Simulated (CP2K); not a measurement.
# NO+ (nitrosonium) at revPBE-D3(BJ)/TZV2P-MOLOPT-PBE-GTH (core potential)

Aim: the energy change on altering one bond length of NO+ (nitrosonium) at revPBE-D3(BJ)/TZV2P-MOLOPT-PBE-GTH (core potential), from 2 runs. 

The calculation is run with CP2K 2026.2.

1 further run of the same task is left out (it didn't finish).

## Step 1: The system as given

NO+: 2 atoms, total charge +1, spin state singlet. SMILES: `N#[O+]`. The bond length is the measured one.

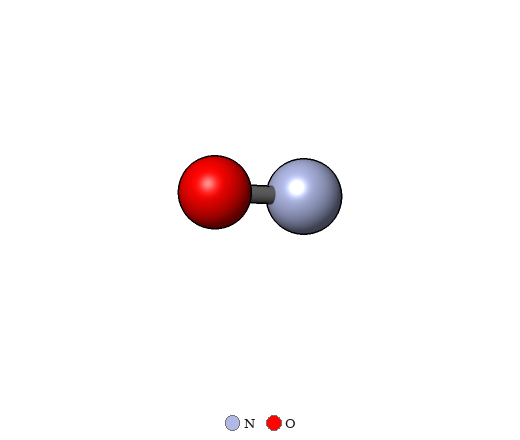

Viewed from a chosen angle; nitrogen light blue, oxygen red.

## Step 2: A single-point energy at revPBE-D3(BJ)/TZV2P-MOLOPT-PBE-GTH (core potential)

Contents of molecule.inp:

```
&GLOBAL
    PROJECT molecule
    RUN_TYPE ENERGY
    PRINT_LEVEL MEDIUM
&END GLOBAL

&FORCE_EVAL
    METHOD QS
    &DFT
        BASIS_SET_FILE_NAME BASIS_MOLOPT_UZH
        POTENTIAL_FILE_NAME POTENTIAL_UZH
        CHARGE 1
        MULTIPLICITY 1
        &QS
            METHOD GPW
            EPS_DEFAULT 1.0E-10
        &END QS
        &MGRID
            CUTOFF 400
            REL_CUTOFF 50
            NGRIDS 4
        &END MGRID
        &POISSON
            PERIODIC NONE
            POISSON_SOLVER MULTIPOLE
        &END POISSON
        &SCF
            SCF_GUESS ATOMIC
            EPS_SCF 1.0E-06
            MAX_SCF 150
            ADDED_MOS 5
            &DIAGONALIZATION
                ALGORITHM STANDARD
            &END DIAGONALIZATION
            &MIXING
                METHOD DIRECT_P_MIXING
                ALPHA 0.4
            &END MIXING
        &END SCF
        &XC
            &XC_FUNCTIONAL
                &PBE
                    PARAMETRIZATION REVPBE
                &END PBE
            &END XC_FUNCTIONAL
            &VDW_POTENTIAL
                POTENTIAL_TYPE PAIR_POTENTIAL
                &PAIR_POTENTIAL
                    TYPE DFTD3(BJ)
                    PARAMETER_FILE_NAME dftd3.dat
                    REFERENCE_FUNCTIONAL revPBE
                    R_CUTOFF 15
                &END PAIR_POTENTIAL
            &END VDW_POTENTIAL
        &END XC
        &PRINT
            &MOMENTS
                PERIODIC F
                REFERENCE COM
                MAX_MOMENT 1
            &END MOMENTS
            &MO ON
                ENERGIES T
                OCCUPATION_NUMBERS T
                NDIGITS 6
                &EACH
                    QS_SCF 0
                &END EACH
                ADD_LAST NUMERIC
            &END MO
            &HIRSHFELD OFF
            &END HIRSHFELD
        &END PRINT
    &END DFT
    &SUBSYS
        &CELL
            ABC [angstrom] 7 7 8.1
            PERIODIC NONE
        &END CELL
        &COORD
            UNIT bohr
            N      0.0000000     0.0000000     0.0000000
            O      0.0000000     0.0000000     2.0091946
        &END COORD
        &TOPOLOGY
            &CENTER_COORDINATES
            &END CENTER_COORDINATES
        &END TOPOLOGY
        &KIND N
            BASIS_SET TZV2P-MOLOPT-PBE-GTH-q5
            POTENTIAL GTH-PBE-q5
        &END KIND
        &KIND O
            BASIS_SET TZV2P-MOLOPT-PBE-GTH-q6
            POTENTIAL GTH-PBE-q6
        &END KIND
    &END SUBSYS
&END FORCE_EVAL
```

On the command line:

```console
OMP_NUM_THREADS=1 cp2k.psmp -i molecule.inp > molecule.out 2>&1
```

The log of the run:

```text
CP2K| version string:                                       CP2K version 2026.2
[...]
 GLOBAL| Method name                                                        CP2K
[...]
 GLOBAL| Run type                                                         ENERGY
[...]
 DFT| Spin restricted Kohn-Sham (RKS) calculation                            RKS
 DFT| Multiplicity                                                             1
[...]
 DFT| Charge                                                                   1
[...]
 FUNCTIONAL| PBE:
[...]
 QS| Method:                                                                 GPW
[...]
 QS| Density cutoff [a.u.]:                                                200.0
[...]
 QS| Relative density cutoff [a.u.]:                                        25.0
[...]
                             - Atoms:                                          2
[...]
                             - Spherical basis functions:                     58
[...]
 Number of electrons:                                                         10
[...]
     1 P_Mix/Diag. 0.40E+00    0.5     0.64355398       -24.9338567471 -2.49E+01
[...]
    16 DIIS/Diag.  0.29E-06    0.5     0.00000012       -25.5607762176 -4.11E-11
  *** SCF run converged in    16 steps ***
[...]
  Overlap energy of the core charge distribution:               0.00000121754106
  Self energy of the core charge distribution:                -66.38917898016358
  Core Hamiltonian energy:                                     18.28219163712751
  Hartree energy:                                              28.10031202898073
  Exchange-correlation energy:                                 -5.55315189640127
  Dispersion energy:                                           -0.00095022464357
  Total energy:                                               -25.56077621755912
[...]
                     Mulliken Population Analysis
 #  Atom  Element  Kind  Atomic population                           Net charge
       1     N        1          4.370251                              0.629749
       2     O        2          5.629749                              0.370251
 # Total charge                             10.000000                  1.000000
[...]
  Dipole moment [Debye]
    X= -0.3383000E-11 Y= -0.3381002E-11 Z= -0.3282027E+00  Total=      0.3282027
 ENERGY| Total FORCE_EVAL ( QS ) energy [hartree]            -25.560776217559116
[...]
```

Run time: 9 s. Hardware: 1 thread of Arm Neoverse V1, shared host; peak memory 0.43 GiB.

## Step 3: The distorted shape, same level

Contents of run.inp:

```
&GLOBAL
    PROJECT run
    RUN_TYPE ENERGY
    PRINT_LEVEL MEDIUM
&END GLOBAL
&FORCE_EVAL
    METHOD QUICKSTEP
    &DFT
        BASIS_SET_FILE_NAME BASIS_MOLOPT_UZH
        POTENTIAL_FILE_NAME POTENTIAL_UZH
        CHARGE 1
        # Quickstep
        &QS
            METHOD GPW
            EPS_DEFAULT 1.0E-10
        &END QS
        # real-space grids
        &MGRID
            CUTOFF 400
            REL_CUTOFF 50
            NGRIDS 4
        &END MGRID
        &POISSON
            PERIODIC NONE
            POISSON_SOLVER MULTIPOLE
        &END POISSON
        &SCF
            SCF_GUESS ATOMIC
            EPS_SCF 1.0E-06
            MAX_SCF 40
            &OT
                MINIMIZER CG
                PRECONDITIONER FULL_SINGLE_INVERSE
            &END OT
            &OUTER_SCF
                EPS_SCF 1.0E-06
                MAX_SCF 10
            &END OUTER_SCF
        &END SCF
        # functional
        &XC
            &XC_FUNCTIONAL
                &PBE
                    PARAMETRIZATION REVPBE
                &END PBE
            &END XC_FUNCTIONAL
            &VDW_POTENTIAL
                POTENTIAL_TYPE PAIR_POTENTIAL
                &PAIR_POTENTIAL
                    TYPE DFTD3(BJ)
                    PARAMETER_FILE_NAME dftd3.dat
                    REFERENCE_FUNCTIONAL revPBE
                    R_CUTOFF 15
                &END PAIR_POTENTIAL
            &END VDW_POTENTIAL
        &END XC
        # extra output
        &PRINT
            &MOMENTS
                PERIODIC F
                REFERENCE COM
                MAX_MOMENT 1
            &END MOMENTS
            &MO_CUBES
                NLUMO 3
                NHOMO -1
                WRITE_CUBE F
            &END MO_CUBES
            &HIRSHFELD OFF
            &END HIRSHFELD
        &END PRINT
    &END DFT
    &SUBSYS
        # box in angstrom
        &CELL
            ABC 7 7 8.2
            PERIODIC NONE
        &END CELL
        &COORD
            N      0.000000     0.000000    -0.159480
            O      0.000000     0.000000     1.063220
        &END COORD
        &TOPOLOGY
            &CENTER_COORDINATES
            &END CENTER_COORDINATES
        &END TOPOLOGY
        &KIND N
            BASIS_SET TZV2P-MOLOPT-PBE-GTH-q5
            POTENTIAL GTH-PBE-q5
        &END KIND
        &KIND O
            BASIS_SET TZV2P-MOLOPT-PBE-GTH-q6
            POTENTIAL GTH-PBE-q6
        &END KIND
    &END SUBSYS
&END FORCE_EVAL
```

On the command line:

```console
OMP_NUM_THREADS=1 cp2k.psmp -i run.inp > run.out 2>&1
```

The log of the run:

```text
CP2K| version string:                                       CP2K version 2026.2
[...]
 GLOBAL| Method name                                                        CP2K
[...]
 GLOBAL| Run type                                                         ENERGY
[...]
 DFT| Spin restricted Kohn-Sham (RKS) calculation                            RKS
 DFT| Multiplicity                                                             1
[...]
 DFT| Charge                                                                   1
[...]
 FUNCTIONAL| PBE:
[...]
 QS| Method:                                                                 GPW
[...]
 QS| Density cutoff [a.u.]:                                                200.0
[...]
 QS| Relative density cutoff [a.u.]:                                        25.0
[...]
                             - Atoms:                                          2
[...]
                             - Spherical basis functions:                     58
[...]
 Number of electrons:                                                         10
[...]
     1 OT CG       0.80E-01    0.5     0.32490759       -23.0811585346 -2.31E+01
[...]
     5 OT CG       0.18E+00    0.5     0.00000047       -25.5215888530 -5.68E-11
  *** SCF run converged in     5 steps ***
[...]
  Overlap energy of the core charge distribution:               0.00000000896708
  Self energy of the core charge distribution:                -66.38917898016358
  Core Hamiltonian energy:                                     17.63617378333887
  Hartree energy:                                              28.62288848343925
  Exchange-correlation energy:                                 -5.39052289267804
  Dispersion energy:                                           -0.00094925592880
  Total energy:                                               -25.52158885302521
[...]
                     Mulliken Population Analysis
 #  Atom  Element  Kind  Atomic population                           Net charge
       1     N        1          4.295882                              0.704118
       2     O        2          5.704118                              0.295882
 # Total charge                             10.000000                  1.000000
[...]
  Dipole moment [Debye]
    X= -0.9275270E-06 Y= -0.3218607E-06 Z= -0.6433937E+00  Total=      0.6433937
[...]
 HOMO - LUMO gap [eV] :    6.785707
 ENERGY| Total FORCE_EVAL ( QS ) energy [hartree]            -25.521588853025211
[...]
```

It took 38 s on 1 thread of Arm Neoverse V1, shared host; peak memory 0.43 GiB.

## Step 4: Outcome

Level: revPBE-D3(BJ)/TZV2P-MOLOPT-PBE-GTH (core potential).

| quantity | value |
| --- | --- |
| first shape: total energy | -25.56078 Eh |
| first shape: HOMO energy | -23.11 eV |
| first shape: LUMO energy | -14.52 eV |
| first shape: HOMO–LUMO gap | 8.58 eV |
| first shape: dispersion energy | -2.49 kJ/mol |
| distorted shape: total energy | -25.52159 Eh |
| distorted shape: HOMO energy | -22.82 eV |
| distorted shape: LUMO energy | -16.04 eV |
| distorted shape: HOMO–LUMO gap | 6.79 eV |
| distorted shape: dispersion energy | -2.49 kJ/mol |
| energy change with the N1–O2 bond stretched from 1.063 to 1.223 Å | 1.066 eV |

With the N1–O2 bond stretched from 1.063 to 1.223 Å the energy rises by 1.07 eV (25 kcal/mol). The first shape isn't relaxed at this level, so the change isn't measured from a minimum.
